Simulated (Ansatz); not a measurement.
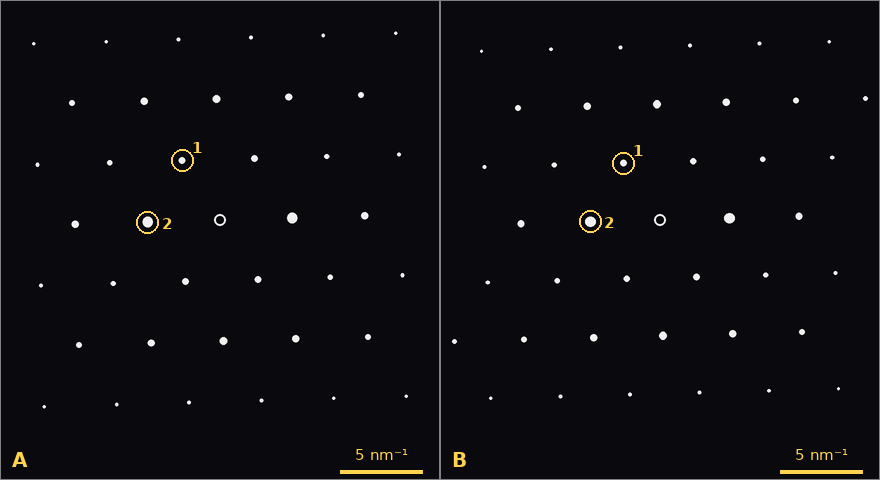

Kinematic electron diffraction patterns (200 kV, B = 0.5 Å², same scale) along [010] of the run's own cell, for the start and the end of one relaxation of NaV with DFT PBE, scalar-relativistic, plane waves, PAW in Ansatz 0.2.0. k mesh 24×24×24. The start is a generated model structure, and the relaxation ends in the nearest stationary point of its symmetry, not necessarily the ground state. Spot 1 is 0 0 -1 and spot 2 is -1 0 -1 in both.

Start structure:

```yaml
crystal:
  lattice:
    - [1.40804, 0.81293, 5.62691]
    - [-1.40804, 0.81293, 5.62691]
    - [0.00000, -1.62587, 5.62691]
  atoms:
    - { symbol: Na, position: [0.00000, 0.00000, 0.00000] }
    - { symbol: V, position: [0.50000, 0.50000, 0.50000] }
```

Which pattern belongs to the start structure, and which to the relaxed one?

B is the start: its cell gives d(1) = 2.414 Å, d(2) = 2.343 Å and an angle of 59.0°. A is the relaxed structure, with d(1) = 2.312 Å (-4.2 %), d(2) = 2.251 Å (-3.9 %) and 59.1°.

What did the relaxation do to the structure and the energy?

The volume changed by -6.7 % to 18.03 Å³ an atom; the fractional coordinates hardly changed; the space group stayed R-3m (No. 166); the free energy fell by 36 meV an atom. Relaxed cell: a = 5.945 Å, b = 5.945 Å, c = 5.945 Å, α = 26.19°, β = 26.19°, γ = 26.19°.
